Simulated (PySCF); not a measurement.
# NMR shielding calculation of C2H7OPSi

- system: C2H7OPSi
- method: GIAO HF/pcSseg-2 NMR shielding, non-relativistic, gas phase (PySCF 2.14.0)

The geometry comes from this level: PBE0-D3(BJ)/def2-SVP. Figures and captions count atoms from 1; the log counts them from 0 in places.

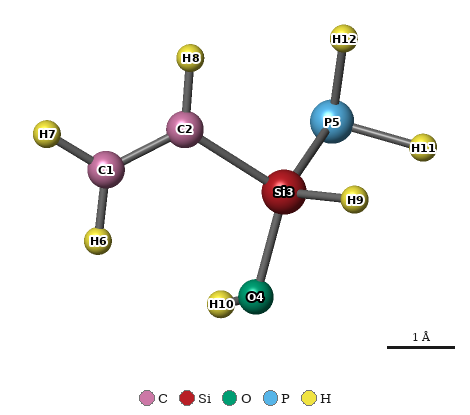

The structure as given in the input (ball-and-stick view, seen at a tilt; atoms are numbered from 1 in the order of the input).

Input
```
{"job": {"kind": "nmr", "xc": "HF", "basis": "pcSseg-2", "pop": false}, "charge": 0, "multiplicity": 1}
C     -1.972883    -0.279715    -0.195948
C     -0.937686     0.567254    -0.242244
Si     0.684462     0.160343     0.586653
O      0.627254    -1.372035     1.249337
P      2.290600     0.235311    -1.013545
H     -1.901787    -1.229081     0.347169
H     -2.930902    -0.065613    -0.682897
H     -1.055140     1.511670    -0.790439
H      0.963158     1.074215     1.729064
H      0.657329    -2.098876     0.619546
H      3.343587     0.596062    -0.118888
H      1.987514     1.587846    -1.362439
```

The first line tells a small driver script what to run in PySCF; the rest is the geometry in Å.

Hardware: 1 CPU thread, shared host.

Command:
```bash
OMP_NUM_THREADS=1 python <driver script> task.json out
```

Output
```
final grid: 95080 points
cycle   1  E = -784.3696597608  dE =  3.579e-01  |g| = 5.874e-01  |ddm| = 2.422e+00
cycle   2  E = -784.4429345281  dE = -7.327e-02  |g| = 3.370e-01  |ddm| = 5.571e-01
cycle   3  E = -784.4635676272  dE = -2.063e-02  |g| = 7.191e-02  |ddm| = 2.075e-01
cycle   4  E = -784.4655163251  dE = -1.949e-03  |g| = 1.431e-02  |ddm| = 1.044e-01
cycle   5  E = -784.4656255734  dE = -1.092e-04  |g| = 4.180e-03  |ddm| = 2.584e-02
cycle   6  E = -784.4656380788  dE = -1.251e-05  |g| = 1.635e-03  |ddm| = 1.162e-02
cycle   7  E = -784.4656397689  dE = -1.690e-06  |g| = 5.331e-04  |ddm| = 4.447e-03
cycle   8  E = -784.4656399591  dE = -1.902e-07  |g| = 1.469e-04  |ddm| = 1.592e-03
cycle   9  E = -784.4656399726  dE = -1.350e-08  |g| = 3.618e-05  |ddm| = 4.589e-04
cycle  10  E = -784.4656399737  dE = -1.120e-09  |g| = 9.382e-06  |ddm| = 1.305e-04
cycle  11  E = -784.4656399738  dE = -6.844e-11  |g| = 2.291e-06  |ddm| = 3.254e-05
converged SCF energy = -784.4656399738

GIAO shielding tensors (ppm)
atom      isotropic    diamagn.    paramagn.     s11        s22        s33       span
  0 C       44.149     250.302    -206.154   -104.717     59.650    177.513    282.229
  1 C       46.705     258.614    -211.910    -90.884     54.501    176.497    267.381
  2 Si     392.612     874.744    -482.132    353.092    383.920    440.824     87.732
  3 O      310.225     387.044     -76.820    279.470    306.360    344.845     65.374
  4 P      586.044     965.350    -379.306    542.607    582.809    632.715     90.108
  5 H       25.330      32.299      -6.970     21.430     23.875     30.684      9.254
  6 H       25.237      29.464      -4.228     21.775     24.363     29.573      7.798
  7 H       25.527      32.504      -6.976     22.851     25.214     28.517      5.665
  8 H       26.523      29.565      -3.042     23.449     24.950     31.170      7.721
  9 H       30.531      32.747      -2.216     22.963     25.194     43.436     20.473
 10 H       29.728      29.503       0.225     25.156     26.830     37.197     12.042
 11 H       30.238      30.919      -0.682     25.370     27.794     37.549     12.180
```

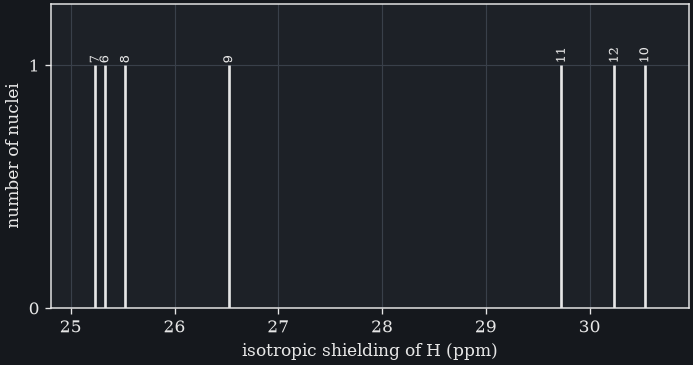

Isotropic shieldings of the hydrogen nuclei in this fixed geometry, labelled by atom number; shielding grows to the right, so chemical shift grows to the left. The least shielded is H7 (25.2 ppm), the most shielded H10 (30.5 ppm).

Results in brief

| quantity | value |
| --- | --- |
| outcome | converged |
| total energy | −784.465640 hartree |
| HOMO | −9.83 eV |
| LUMO | 2.44 eV |
| dipole moment | 1.24 D |
| isotropic shielding, C | 44.1 to 46.7 ppm |
| isotropic shielding, Si | 392.6 ppm |
| isotropic shielding, O | 310.2 ppm |
| isotropic shielding, P | 586.0 ppm |
| isotropic shielding, H | 25.2 to 30.5 ppm |
| wall time | 43 s |
| peak memory | 1.1 GiB |
